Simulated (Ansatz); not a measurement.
# Calculations on C₂H₁₁NSi₂

## 1. Relaxation

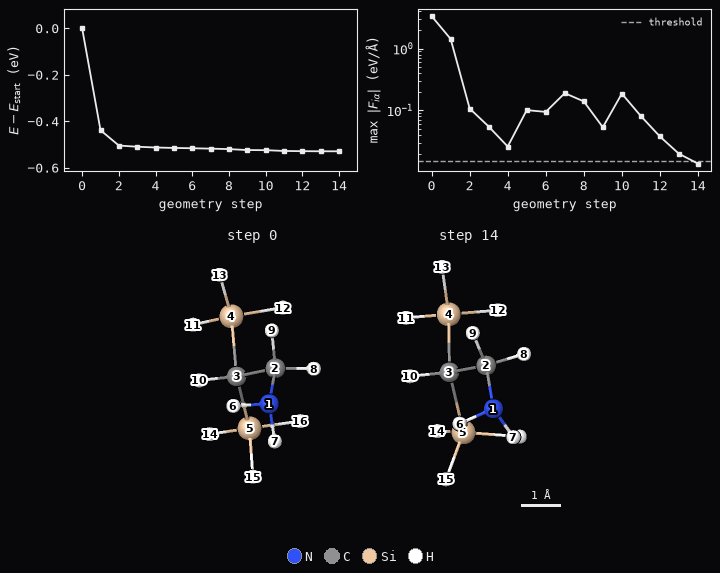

First and last geometry of a relaxation of C2H11NSi2, with the history of the run. The picture is a ball-and-stick view, seen from a free direction.

The run prepares an end point of a later path (inversion) calculation, from a guessed geometry.

Theory: Ansatz 0.2.0, RKS PBE0-D4/def2-SVP.

The input:
```yaml
crystal:
  periodic: [false, false, false]
  atoms:
    - { symbol: "N", position_ang: [0.362, 2.2016, 0.7694] }
    - { symbol: C, position_ang: [0.4912, 0.8114, 0.9767] }
    - { symbol: C, position_ang: [0.2159, -0.0086, -0.3071] }
    - { symbol: Si, position_ang: [0.9453, -1.7795, -0.1512] }
    - { symbol: Si, position_ang: [-1.5435, -0.2779, -0.7913] }
    - { symbol: H, position_ang: [0.9231, 2.5846, 0.0055] }
    - { symbol: H, position_ang: [-0.6131, 2.4552, 0.4658] }
    - { symbol: H, position_ang: [-0.1183, 0.5154, 1.7953] }
    - { symbol: H, position_ang: [1.529, 0.6922, 1.3708] }
    - { symbol: H, position_ang: [0.7833, 0.45, -1.1119] }
    - { symbol: H, position_ang: [0.6962, -2.5294, -1.404] }
    - { symbol: H, position_ang: [0.2015, -2.5015, 0.9705] }
    - { symbol: H, position_ang: [2.2727, -1.7351, 0.15] }
    - { symbol: H, position_ang: [-1.6919, -1.0004, -2.0375] }
    - { symbol: H, position_ang: [-2.1835, 1.0413, -0.9686] }
    - { symbol: H, position_ang: [-2.2929, -0.9418, 0.312] }
basis:
  gaussian: { orbitals: def2-SVP }
hamiltonian:
  xc: pbe0
  dispersion: d4
relax:
  f_tol: 0.015
  max_steps: 40
```

Command:
```bash
ansatz run input.yaml --threads 2 --pin off --max-ram 3072MiB --backend cpu --events-out ev --progress --plain --runs-dir out
```

Q: What do the curves and the structures tell?

A: It converged. The largest move after the best rigid fit is that of H16, 0.73 Å. By element the largest moves are H 0.73 Å, N 0.29 Å, Si 0.23 Å, C 0.16 Å. Near-neighbour distances that change, for instance: Si4–H13 1.362 → 1.497 Å, Si5–H14 1.448 → 1.496 Å, C3–Si5 1.845 → 1.892 Å, C2–H8 1.063 → 1.104 Å. Bond angles that change, for instance: Si4–C3–Si5 104.4° → 111.3°, H6–N1–H7 101.7° → 107.4°, C2–C3–Si5 117.7° → 112.2°. Groups turn about C2–C3 by about 20°. After 14 geometry steps the energy has fallen by 0.529 eV. Largest force component: 3.4 eV/Å at the start, 0.014 eV/Å at the end. Cost: 100 s on 2 threads of Intel(R) Xeon(R) Platinum 8488C (Sapphire Rapids), on a shared host, peak memory 0.36 GiB.

## 2. Relaxation

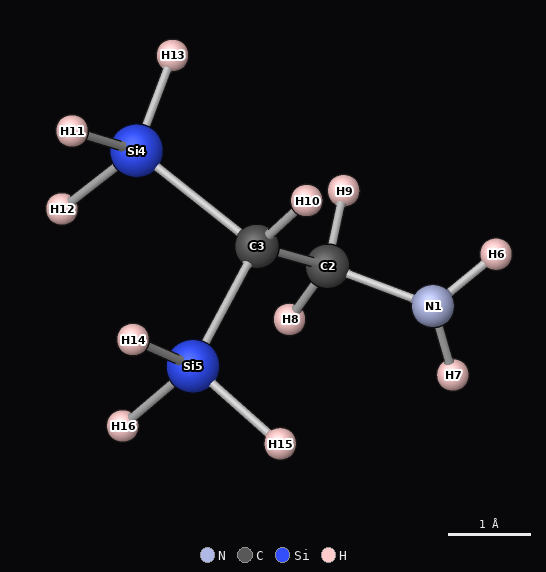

Starting structure of C2H11NSi2. Style: ball-and-stick. Shown at a tilt.

The run prepares an end point of a later path (inversion) calculation, from a guessed geometry.

Method: Ansatz, RKS PBE0-D4/def2-SVP.

The input:
```yaml
crystal:
  periodic: [false, false, false]
  atoms:
    - { symbol: "N", position_ang: [0.362, 2.2016, 0.7694] }
    - { symbol: C, position_ang: [0.4912, 0.8114, 0.9767] }
    - { symbol: C, position_ang: [0.2159, -0.0086, -0.3071] }
    - { symbol: Si, position_ang: [0.9453, -1.7795, -0.1512] }
    - { symbol: Si, position_ang: [-1.5435, -0.2779, -0.7913] }
    - { symbol: H, position_ang: [1.22708, 2.73953, 0.85504] }
    - { symbol: H, position_ang: [-0.2395, 2.64561, 1.50991] }
    - { symbol: H, position_ang: [-0.1183, 0.5154, 1.7953] }
    - { symbol: H, position_ang: [1.529, 0.6922, 1.3708] }
    - { symbol: H, position_ang: [0.7833, 0.45, -1.1119] }
    - { symbol: H, position_ang: [0.6962, -2.5294, -1.404] }
    - { symbol: H, position_ang: [0.2015, -2.5015, 0.9705] }
    - { symbol: H, position_ang: [2.2727, -1.7351, 0.15] }
    - { symbol: H, position_ang: [-1.6919, -1.0004, -2.0375] }
    - { symbol: H, position_ang: [-2.1835, 1.0413, -0.9686] }
    - { symbol: H, position_ang: [-2.2929, -0.9418, 0.312] }
basis:
  gaussian: { orbitals: def2-SVP }
hamiltonian:
  xc: pbe0
  dispersion: d4
relax:
  f_tol: 0.015
  max_steps: 40
output:
  orbitals: {}
```

Run as
```bash
ansatz run input.yaml --threads 2 --pin off --max-ram 3072MiB --backend cpu --events-out ev --progress --plain --runs-dir out
```

Predict the outcome.

The energy falls by 72.2 kJ/mol in 12 accepted moves (14 points after the start). The largest force component goes from 3.4 to 0.0056 eV/Å. The line search rejected the trial steps at points 9, 10 of the run. The atom that moves furthest after the best rigid fit is H6 (1.13 Å). Largest moves by element: H 1.13 Å, N 0.57 Å, Si 0.32 Å, C 0.16 Å. Among the contacts that change: Si4–H13 1.362 → 1.499 Å, C3–Si5 1.845 → 1.902 Å, Si5–H14 1.448 → 1.502 Å, C2–H8 1.063 → 1.104 Å. Among the angles between lasting bonds that change: N1–C2–H9 104.0° → 114.4°, C2–C3–Si5 117.7° → 109.2°, Si4–C3–Si5 104.4° → 112.1°. Groups turn about N1–C2 by about 45°, C2–C3 by about 25°, C3–Si5 by about 20°. Cost: 98 s on 2 threads of Intel(R) Xeon(R) Platinum 8488C (Sapphire Rapids), on a shared host, peak memory 0.36 GiB.

The structure at the end:

```xyz
16

N    -0.1371    1.9854    0.9528
C     0.6042    0.7398    1.0050
C     0.3549   -0.0707   -0.2701
Si    0.9605   -1.8527   -0.1499
Si   -1.4898    0.0291   -0.7223
H     0.2685    2.6229    0.2699
H    -0.1354    2.4654    1.8496
H     0.2280    0.1701    1.8732
H     1.6956    0.8620    1.1705
H     0.9070    0.3826   -1.1167
H     0.9152   -2.5163   -1.4873
H     0.1050   -2.6260    0.8048
H     2.3701   -1.8976    0.3570
H    -1.7939   -1.0886   -1.6783
H    -1.8661    1.2974   -1.4132
H    -2.3319   -0.1801    0.4933
```

The end point in the same view:

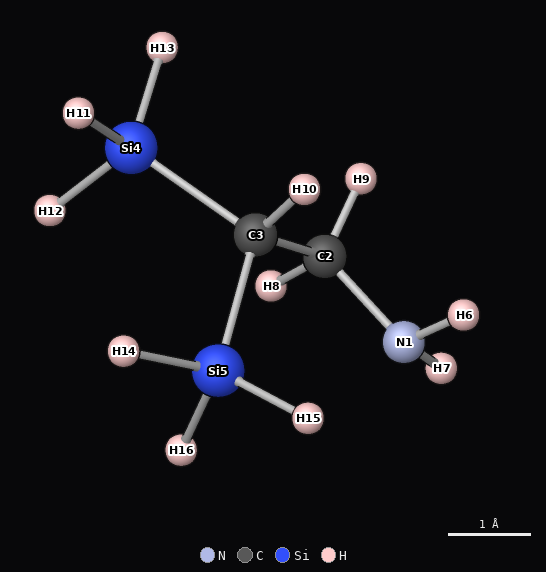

## 3. Path

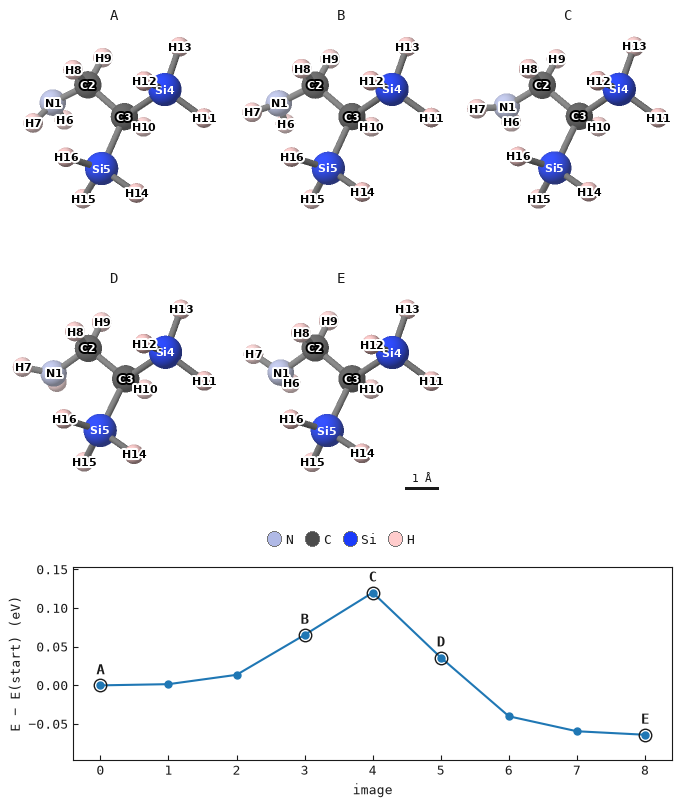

A search for the minimum-energy path of C2H11NSi2 by the nudged elastic band. Images are numbered from 0 (start) to 8 (end). Frames A to E are images 0, 3, 4, 5, 8. A ball-and-stick model, seen at a tilt.

The calculation used RKS PBE0-D4/def2-SVP in Ansatz. Run with 7 movable images; climbing image; force threshold 0.05 eV/Å; iteration limit 23; starting path through a guess of the saddle point.

Q: Read off the barrier and say what moves.

A: The motion is an umbrella inversion at N1. No bond forms or breaks between the ends. Bond angles that change up to the highest image, for instance: H6–N1–H7 107.4° → 117.4°, C2–N1–H7 112.0° → 121.6°. Forward barrier 0.120 eV, backward barrier 0.184 eV, with image 4 at the top; the reaction energy is −0.064 eV. The band is converged. At the top, the vibrational analysis gives one imaginary mode (597i cm⁻¹), as a transition state must have.

Cost: 9.1 min on 2 threads of Intel(R) Xeon(R) Platinum 8488C (Sapphire Rapids), with other jobs on the host, peak memory 0.36 GiB.
